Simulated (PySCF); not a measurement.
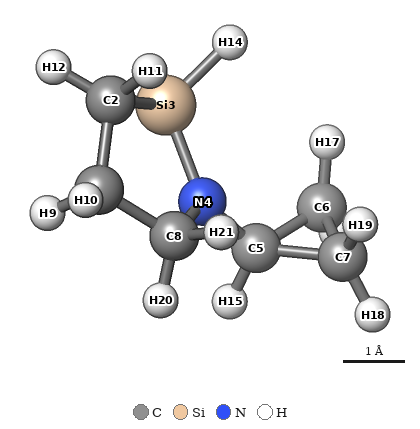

**Figure 1.** The input geometry of run A (ball-and-stick view, seen at a tilt; atoms are numbered from 1 in the order of the input). Bond lengths as drawn: C–C 1.50 to 1.54 Å, C–H 1.09 to 1.11 Å, C–N 1.42 to 1.45 Å, C–Si 1.89 Å, H–Si 1.50 Å and N–Si 1.74 Å.

**Two runs on C6H13NSi**

System: C6H13NSi, SMILES C1C[SiH2]N(C2CC2)C1.
Method of run A: GIAO PBE0/pcSseg-1 NMR shielding, non-relativistic, IEF-PCM chloroform (PySCF 2.14.0).

The geometry comes from this level: PBE0-D3(BJ)/def2-SVP. Text and figures count atoms from 1; the logs count them from 0 in places.

### The input, run A
```
{"job": {"kind": "nmr", "xc": "PBE0", "basis": "pcSseg-1", "solvent": "chloroform", "pop": true}, "charge": 0, "multiplicity": 1}
C     -2.049661    -1.098806     0.053163
C     -2.439091     0.385175     0.123907
Si    -0.921932     1.223106    -0.621800
N      0.129381    -0.114872    -0.248822
C      1.531946    -0.226533    -0.427473
C      2.401346     0.984449    -0.280129
C      2.452684    -0.097743     0.758212
C     -0.559712    -1.235944     0.368752
H     -2.226731    -1.468439    -0.971125
H     -2.655595    -1.725480     0.727478
H     -2.547539     0.716518     1.170873
H     -3.390019     0.596152    -0.386637
H     -1.029075     1.532259    -2.086247
H     -0.546228     2.508287     0.053886
H      1.848603    -0.950657    -1.194643
H      3.245721     1.093538    -0.965201
H      1.921544     1.927932    -0.005339
H      3.338888    -0.735636     0.809412
H      1.980032     0.109608     1.721892
H     -0.167609    -2.192203    -0.022904
H     -0.392497    -1.257481     1.466366
```

The first line tells a small driver script what to run in PySCF; the rest is the geometry in Å.

Launched with:
```bash
OMP_NUM_THREADS=1 python <driver script> task.json out
```

Hardware: 1 CPU thread, shared host.

### Output (run A)
```
coarse grid: 17264 points
cycle   1  E = -580.0763350028  dE =  9.820e-01  |g| = 4.415e-01  |ddm| = 4.058e+00
cycle   2  E = -580.0558549748  dE =  2.048e-02  |g| = 5.396e-01  |ddm| = 9.700e-01
cycle   3  E = -580.1271855608  dE = -7.133e-02  |g| = 6.056e-02  |ddm| = 5.925e-01
cycle   4  E = -580.1276847314  dE = -4.992e-04  |g| = 3.556e-02  |ddm| = 8.818e-02
cycle   5  E = -580.1279596504  dE = -2.749e-04  |g| = 5.227e-03  |ddm| = 3.608e-02
cycle   6  E = -580.1279648611  dE = -5.211e-06  |g| = 1.490e-03  |ddm| = 6.013e-03
final grid: 160008 points
cycle   7  E = -580.1743974098  dE = -4.043e-05  |g| = 8.462e-03  |ddm| = 3.089e-02
cycle   8  E = -580.1743872931  dE =  1.012e-05  |g| = 1.064e-02  |ddm| = 1.871e-02
cycle   9  E = -580.1744162757  dE = -2.898e-05  |g| = 8.399e-04  |ddm| = 1.065e-02
cycle  10  E = -580.1744164028  dE = -1.272e-07  |g| = 3.066e-04  |ddm| = 9.825e-04
cycle  11  E = -580.1744164217  dE = -1.889e-08  |g| = 5.257e-05  |ddm| = 3.004e-04
cycle  12  E = -580.1744164222  dE = -4.939e-10  |g| = 2.364e-05  |ddm| = 7.500e-05
converged SCF energy = -580.1744164222

GIAO shielding tensors (ppm)
atom      isotropic    diamagn.    paramagn.     s11        s22        s33       span
  0 C      155.899     249.069     -93.169    135.604    161.073    171.020     35.416
  1 C      175.210     255.118     -79.909    161.695    170.571    193.363     31.668
  2 Si     379.358     881.370    -502.011    338.180    363.120    436.775     98.595
  3 N      223.227     328.593    -105.366    164.289    217.268    288.124    123.836
  4 C      154.747     239.711     -84.964    123.212    128.148    212.880     89.669
  5 C      175.610     255.072     -79.462    147.191    170.582    209.056     61.865
  6 C      177.159     254.268     -77.109    143.055    173.162    215.260     72.205
  7 C      131.796     243.538    -111.742    104.410    127.314    163.664     59.255
  8 H       29.481      30.693      -1.213     24.647     27.781     36.014     11.367
  9 H       29.274      29.028       0.246     24.088     26.919     36.815     12.727
 10 H       30.381      31.188      -0.807     26.505     27.097     37.542     11.037
 11 H       30.357      29.173       1.184     25.668     26.897     38.506     12.838
 12 H       26.503      29.969      -3.466     22.937     23.845     32.728      9.791
 13 H       26.623      30.406      -3.783     22.587     25.498     31.783      9.196
 14 H       29.012      29.713      -0.701     21.345     27.716     37.976     16.631
 15 H       30.598      29.663       0.935     24.824     25.903     41.066     16.242
 16 H       30.558      31.936      -1.377     24.893     28.828     37.954     13.061
 17 H       30.913      29.887       1.025     25.242     25.911     41.586     16.344
 18 H       30.970      31.687      -0.717     25.918     28.832     38.160     12.242
 19 H       28.606      30.510      -1.904     23.990     27.890     33.938      9.949
 20 H       28.508      31.327      -2.819     23.164     27.912     34.448     11.284
```

The input of run B differs as follows (lines with − go, lines with + come):
```diff
-"solvent": "chloroform"
-"pop": true
+"solvent": "cyclohexane"
+"pop": false
```

What does this change do to the results?

The total energy of run B is 0.5 kcal/mol higher: the change of the electrostatic solvation energy at this fixed geometry, without cavity or dispersion terms. The dipole moment goes from 0.99 to 0.91 D. Of all shieldings, the largest change is that of C7, by −0.3 ppm. The number of SCF iterations is the same.

### Output (run B)
```
coarse grid: 17264 points
cycle   1  E = -580.0749361296  dE =  9.832e-01  |g| = 4.438e-01  |ddm| = 4.059e+00
cycle   2  E = -580.0526306389  dE =  2.231e-02  |g| = 5.482e-01  |ddm| = 9.875e-01
cycle   3  E = -580.1263064891  dE = -7.368e-02  |g| = 6.295e-02  |ddm| = 6.130e-01
cycle   4  E = -580.1268604831  dE = -5.540e-04  |g| = 3.625e-02  |ddm| = 9.280e-02
cycle   5  E = -580.1271473634  dE = -2.869e-04  |g| = 5.522e-03  |ddm| = 3.769e-02
cycle   6  E = -580.1271532318  dE = -5.868e-06  |g| = 1.584e-03  |ddm| = 6.527e-03
final grid: 160008 points
cycle   7  E = -580.1735936658  dE = -4.014e-05  |g| = 8.540e-03  |ddm| = 3.093e-02
cycle   8  E = -580.1735826086  dE =  1.106e-05  |g| = 1.087e-02  |ddm| = 1.908e-02
cycle   9  E = -580.1736128173  dE = -3.021e-05  |g| = 8.724e-04  |ddm| = 1.106e-02
cycle  10  E = -580.1736129570  dE = -1.397e-07  |g| = 3.122e-04  |ddm| = 1.044e-03
cycle  11  E = -580.1736129766  dE = -1.962e-08  |g| = 5.426e-05  |ddm| = 3.068e-04
cycle  12  E = -580.1736129771  dE = -5.271e-10  |g| = 2.492e-05  |ddm| = 7.797e-05
converged SCF energy = -580.1736129771

GIAO shielding tensors (ppm)
atom      isotropic    diamagn.    paramagn.     s11        s22        s33       span
  0 C      155.795     248.989     -93.194    135.577    160.928    170.880     35.302
  1 C      175.105     255.067     -79.962    161.709    170.398    193.208     31.498
  2 Si     379.405     881.351    -501.946    338.825    362.807    436.583     97.758
  3 N      223.164     328.532    -105.368    164.362    217.110    288.021    123.659
  4 C      154.563     239.572     -85.009    123.162    128.044    212.484     89.322
  5 C      175.364     254.927     -79.563    146.952    170.360    208.780     61.827
  6 C      176.855     254.125     -77.270    142.756    172.888    214.921     72.165
  7 C      131.697     243.431    -111.734    104.494    127.154    163.444     58.949
  8 H       29.497      30.702      -1.205     24.671     27.801     36.019     11.348
  9 H       29.304      29.060       0.243     24.126     26.962     36.823     12.697
 10 H       30.419      31.224      -0.804     26.556     27.145     37.558     11.002
 11 H       30.394      29.214       1.180     25.714     26.951     38.517     12.803
 12 H       26.469      29.889      -3.420     22.901     23.814     32.691      9.791
 13 H       26.605      30.358      -3.754     22.568     25.480     31.765      9.197
 14 H       29.044      29.737      -0.693     21.377     27.773     37.982     16.605
 15 H       30.636      29.714       0.923     24.871     25.979     41.059     16.188
 16 H       30.565      31.924      -1.358     24.905     28.861     37.930     13.026
 17 H       30.948      29.939       1.009     25.288     25.985     41.571     16.283
 18 H       30.983      31.686      -0.703     25.941     28.871     38.136     12.196
 19 H       28.632      30.524      -1.892     24.027     27.918     33.950      9.923
 20 H       28.516      31.328      -2.812     23.180     27.917     34.452     11.272
```

### The two runs side by side

| quantity | run A | run B |
| --- | --- | --- |
| outcome | converged | converged |
| total energy (hartree) | −580.174416 | −580.173613 |
| HOMO (eV) | −6.08 | −6.08 |
| LUMO (eV) | 1.04 | 1.03 |
| dipole moment (D) | 0.99 | 0.91 |
| shielding of C1 (ppm) | 155.9 | 155.8 |
| shielding of C2 (ppm) | 175.2 | 175.1 |
| shielding of N4 (ppm) | 223.2 | 223.2 |
| shielding of C5 (ppm) | 154.7 | 154.6 |
| shielding of C6 (ppm) | 175.6 | 175.4 |
| shielding of C7 (ppm) | 177.2 | 176.9 |
| shielding of C8 (ppm) | 131.8 | 131.7 |
| SCF iterations | 12 | 12 |
| basis functions | 208 | 208 |
| wall time (shared host) | 29 s | 27 s |
